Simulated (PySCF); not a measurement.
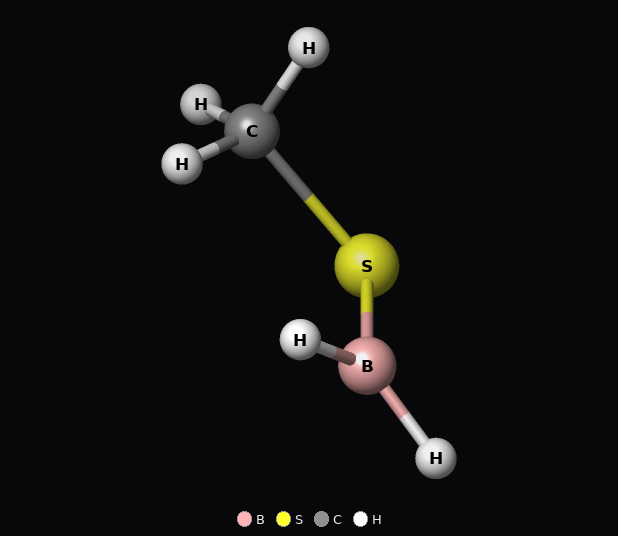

Ball-and-stick drawing of a structure. Every bond is drawn as one stick, whatever its order.

The geometry was computed by an optimisation with GFN2-xTB. No frequency run is at hand to confirm it as a minimum.

Describe the molecule.

The molecule is CH5BS. SMILES: `BSC`. It has no ring. Among its groups: B–H bond. The point group is C1. Coordination: 1 B trigonal planar; 1 S bent; 1 C tetrahedral.

More results for the same structure follow; atom numbers are the same in all pictures, views and colours differ.

Shape

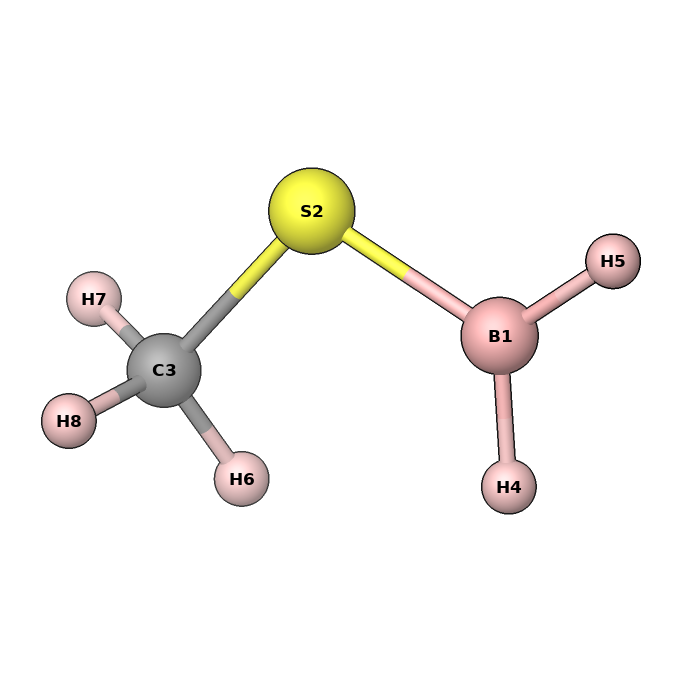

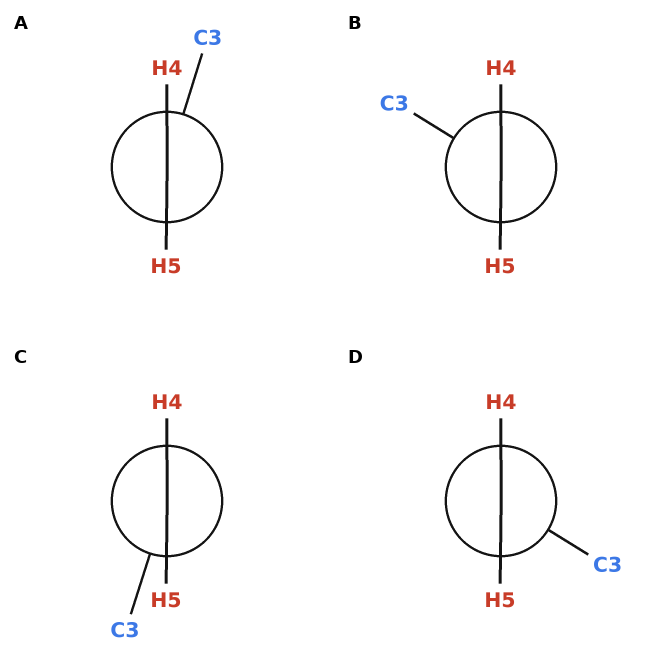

Atoms fade into the background with distance from the viewer. Bonds that would overlap in a projection are set slightly apart. No frequency run is at hand to confirm it as a minimum.

Which Newman projection shows the view along B1–S2, with B1 in front?

A. The torsion angle H4–B1–S2–C3 is 1°, synperiplanar (eclipsed).

NMR shielding

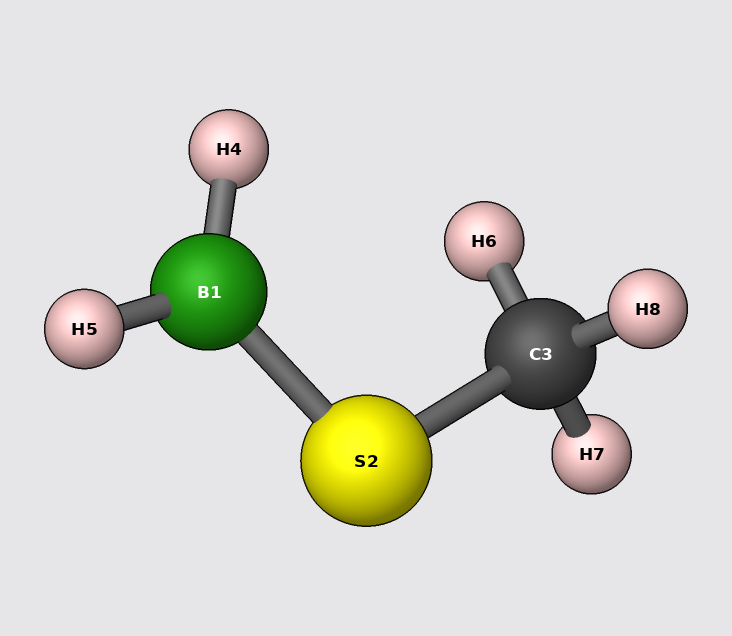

No frequency run is at hand to confirm it as a minimum. Method: GIAO PBE0/pcSseg-1 NMR shielding, non-relativistic, gas phase (PySCF 2.14.0). Principal shieldings σ11 ≤ σ22 ≤ σ33, span Ω = σ33 − σ11, skew κ = 3(σiso − σ22)/Ω.

Give the shielding tensors of the S atoms.

```json
{"atom": "S2", "σ11": "42.6", "σ22": "475.0", "σ33": "593.6", "σiso": "370.4", "Ω": "550.9", "κ": "−0.57"}
```

Shieldings and span in ppm.

Electronic properties

No frequency run is at hand to confirm it as a minimum. Method: PBE0/def2-SVPD, gas phase (PySCF 2.14.0). Excitations: vertical, linear response.

Predict the main results.

- dipole moment: 1.75 D
- HOMO energy (Kohn–Sham orbital): −7.91 eV
- LUMO energy (Kohn–Sham orbital): −1.08 eV
- HOMO–LUMO gap: 6.84 eV
- mean static polarisability: 49.4 bohr³
- lowest vertical singlet excitation: 6.01 eV
- its oscillator strength: 0.008
- brightest of the 6 lowest singlets: 6.11 eV
- its oscillator strength: 0.15

Charges

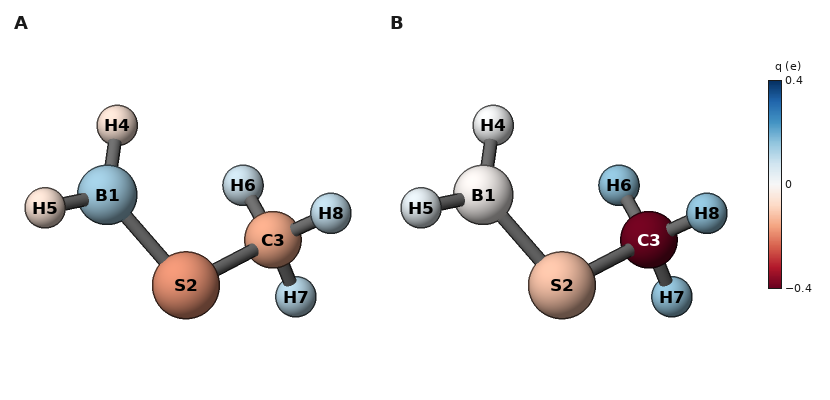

Atomic charges of one calculation by 2 schemes, on one colour scale. No frequency run is at hand to confirm it as a minimum. Level of theory: PBE0/pcSseg-1 (PySCF 2.14.0).

The schemes are ESP-fitted, Mulliken. Which panel shows which?

A ESP-fitted, B Mulliken.

List the charges (e), one line for each set of equivalent atoms.

```csv
atom,ESP-fitted,Mulliken
B1,0.14,−0.01
S2,−0.18,−0.11
C3,−0.15,−0.39
H4,−0.05,0.01
H5,−0.05,0.04
H6,0.08,0.16
H7,0.11,0.15
H8,0.10,0.16
```

Mulliken values depend strongly on the basis set and can even reverse the polarity of a bond. The geometry is semi-empirical. Around B such bond lengths and angles can be off by a tenth of an ångström or more and by several degrees, and values that hang on the shape move with them.
